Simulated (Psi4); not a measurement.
# PBE0/6-311+G(d,p) (sweep point 7) run of BClF2 (chlorodifluoroborane)

Aim: the vertical singlet–triplet gap of BClF2 (chlorodifluoroborane) at PBE0/6-311+G** (sweep point 7), from 2 runs. Input form: a Python script.

The calculation is run with Psi4 1.11.

## Step 1: The molecule

The species is BClF2 (4 atoms), meant as a singlet with charge 0. As SMILES, `FB(F)Cl`. Geometry: relaxed at PBE0-D4/def2-TZVP.

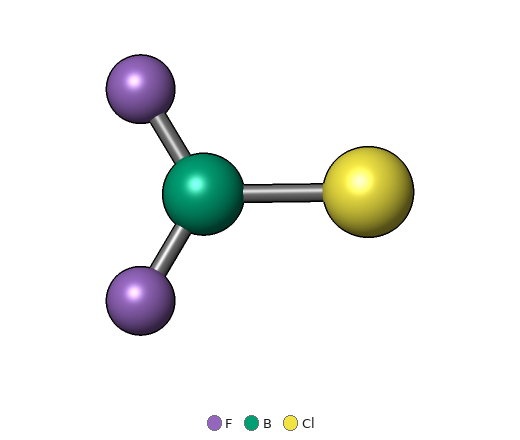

Viewed from a chosen angle; fluorine purple, boron teal, chlorine yellow.

## Step 2: A single-point energy at PBE0/6-311+G(d,p) (sweep point 7)

File run.py:

```python
import psi4

psi4.set_memory(1600000000)
psi4.set_num_threads(1)
psi4.core.set_output_file('run.log', False)

mol = psi4.geometry("""
0 1
F     -0.32824543    -2.37028348    -1.03235738
B     -0.12680062    -0.07804569    -0.11716302
F     -1.91164695     1.56866166    -0.60036599
Cl     2.47157280     0.76590600     1.71152495
units au
symmetry c1
""")

psi4.set_options({
    'basis': '6-311+G**',
    'puream': True,
    'scf_type': 'pk',
    'dft_radial_points': 99,
    'dft_spherical_points': 590,
})

E = psi4.energy("PBE0")
print(f'PBE0 energy: {E:.10f} Eh')
```

Run with:

```console
$ python run.py
```

run.log (excerpt; [...] marks lines left out):

```text
[...]
  Running in c1 symmetry.
[...]
  Nuclear repulsion =  142.136300707000061
[...]
  Multiplicity = 1
[...]
  Nalpha       = 20
  Nbeta        = 20
[...]
    Number of basis functions: 96
[...]
   @RKS iter   1:  -684.51522908156744   -3.43658e-01   5.56494e-03 DIIS/ADIIS
[...]
   @RKS iter   8:  -684.59995967998452   -5.84237e-09   1.23461e-07 DIIS
[...]
    Orbital Energies [Eh]
    ---------------------
    Doubly Occupied:
       1A   -101.754719     2A    -24.814771     3A    -24.814724
       4A     -9.566277     5A     -7.300801     6A     -7.295255
       7A     -7.293635     8A     -6.952825     9A     -1.308289
      10A     -1.279504    11A     -0.894099    12A     -0.631757
      13A     -0.590853    14A     -0.553067    15A     -0.544921
      16A     -0.485876    17A     -0.473499    18A     -0.447245
      19A     -0.380792    20A     -0.366543
[...]
  @RKS Final Energy:  -684.59995967998452
   => Energetics <=
    Nuclear Repulsion Energy =            142.1363007070000606
    One-Electron Energy =               -1229.5640778133013100
    Two-Electron Energy =                 442.8702068619638794
    DFT Exchange-Correlation Energy =     -40.0423894356472871
    Empirical Dispersion Energy =           0.0000000000000000
    VV10 Nonlocal Energy =                  0.0000000000000000
    Total Energy =                       -684.5999596799845222
[...]
 Multipole Moments:
 ------------------------------------------------------------------------------------
     Multipole            Electronic (a.u.)      Nuclear  (a.u.)        Total (a.u.)
 ------------------------------------------------------------------------------------
 L = 1.  Multiply by 2.5417464519 to convert [e a0] to [Debye]
 Dipole X            :         -0.9136804            0.9901965            0.0765160
 Dipole Y            :         -0.2964377            0.3216348            0.0251971
 Dipole Z            :         -0.6428446            0.6969061            0.0540616
 Magnitude           :                                                    0.0970168
[...]
```

Standard output:

```text
PBE0 energy: -684.5999596800 Eh
```

It took 9 s on 1 thread of Intel Xeon Platinum 8488C (Sapphire Rapids), shared host; peak memory 0.86 GiB.

## Step 3: The triplet

File run.py:

```python
import psi4

psi4.set_memory(1600000000)
psi4.set_num_threads(1)
psi4.core.set_output_file('output.dat', False)

m = psi4.geometry("""
0 3
F     -0.32824543    -2.37028348    -1.03235738
B     -0.12680062    -0.07804569    -0.11716302
F     -1.91164695     1.56866166    -0.60036599
Cl     2.47157280     0.76590600     1.71152495
units au
symmetry c1
""")

options = {'basis': '6-311+G**', 'reference': 'uks', 'puream': True, 'scf_type': 'pk', 'dft_radial_points': 99, 'dft_spherical_points': 590, 'maxiter': 150}
psi4.set_options(options)

E, wfn = psi4.energy('PBE0', return_wfn=True)
print(f'PBE0 energy: {E:.10f} Eh')
for k, v in sorted(psi4.core.scalar_variables().items()):
    print(f'{k:45s} {v:18.10f}')
```

Run with:

```console
$ python run.py
```

output.dat (excerpt; [...] marks lines left out):

```text
[...]
  Running in c1 symmetry.
[...]
  Nuclear repulsion =  142.136300707000061
[...]
  Multiplicity = 3
[...]
  Nalpha       = 21
  Nbeta        = 19
[...]
    Number of basis functions: 96
[...]
   @UKS iter   1:  -684.13839127895073    3.31802e-02   6.69689e-03 ADIIS/DIIS
[...]
   @UKS iter  11:  -684.30696287474825   -5.42794e-08   9.13145e-07 DIIS
[...]
   @S^2 Observed:                2.005826243E+00
[...]
    Orbital Energies [Eh]
    ---------------------
    Alpha Occupied:
       1A   -101.873737     2A    -24.776837     3A    -24.776830
       4A     -9.680307     5A     -7.425226     6A     -7.408757
       7A     -7.403592     8A     -6.846264     9A     -1.269382
      10A     -1.242391    11A     -0.987765    12A     -0.607945
      13A     -0.561256    14A     -0.561123    15A     -0.520059
      16A     -0.495299    17A     -0.460962    18A     -0.456439
      19A     -0.450937    20A     -0.439863    21A     -0.087213
    Alpha Virtual:
      22A     -0.017312    23A      0.037381    24A      0.041363
      25A      0.042752    26A      0.057356    27A      0.082191
[...]
  @UKS Final Energy:  -684.30696287474825
   => Energetics <=
    Nuclear Repulsion Energy =            142.1363007070000606
    One-Electron Energy =               -1228.7326687154059073
    Two-Electron Energy =                 442.3157694247420295
    DFT Exchange-Correlation Energy =     -40.0263642910845476
    Empirical Dispersion Energy =           0.0000000000000000
    VV10 Nonlocal Energy =                  0.0000000000000000
    Total Energy =                       -684.3069628747482511
[...]
 Multipole Moments:
 ------------------------------------------------------------------------------------
     Multipole            Electronic (a.u.)      Nuclear  (a.u.)        Total (a.u.)
 ------------------------------------------------------------------------------------
 L = 1.  Multiply by 2.5417464519 to convert [e a0] to [Debye]
 Dipole X            :          0.1679557            0.9901965            1.1581522
 Dipole Y            :          0.0548011            0.3216348            0.3764359
 Dipole Z            :          0.1176748            0.6969061            0.8145810
 Magnitude           :                                                    1.4651153
[...]
```

Standard output:

```text
PBE0 energy: -684.3069628747 Eh
CURRENT ENERGY                                   -684.3069628747
CURRENT REFERENCE ENERGY                         -684.3069628747
DD SOLVATION ENERGY                                 0.0000000000
DFT FUNCTIONAL TOTAL ENERGY                      -684.3069628747
DFT TOTAL ENERGY                                 -684.3069628747
DFT VV10 ENERGY                                     0.0000000000
DFT XC ENERGY                                     -40.0263642911
GRID ELECTRONS ALPHA                               20.9999994915
GRID ELECTRONS BETA                                18.9999995974
GRID ELECTRONS TOTAL                               39.9999990889
NUCLEAR REPULSION ENERGY                          142.1363007070
ONE-ELECTRON ENERGY                             -1228.7326687154
PCM POLARIZATION ENERGY                             0.0000000000
PE ENERGY                                           0.0000000000
SCF ITERATION ENERGY                             -684.3069628747
SCF ITERATIONS                                     11.0000000000
SCF TOTAL ENERGY                                 -684.3069628747
TWO-ELECTRON ENERGY                               442.3157694247
XC GRID RADIAL POINTS                              99.0000000000
XC GRID SPHERICAL POINTS                          590.0000000000
XC GRID TOTAL POINTS                           227741.0000000000
```

Run time: 14 s. Hardware: 1 thread of Intel Xeon Platinum 8488C (Sapphire Rapids), shared host; peak memory 0.87 GiB.

## Step 4: Results

Level: PBE0/6-311+G** (sweep point 7).

```
                                        quantity          value
                           singlet: total energy  -684.59996 Eh
                          singlet: dipole moment         0.25 D
                            singlet: HOMO energy       -9.97 eV
                            singlet: LUMO energy       -0.35 eV
                          singlet: HOMO–LUMO gap        9.63 eV
                           triplet: total energy  -684.30696 Eh
                          triplet: dipole moment         3.72 D
     triplet: HOMO energy (highest over α and β)       -2.37 eV
                                   triplet: ⟨S²⟩          2.006
vertical energy of the triplet above the singlet       7.973 eV
```

What this shows: At this shape the triplet lies 7.97 eV (184 kcal/mol) above the singlet.
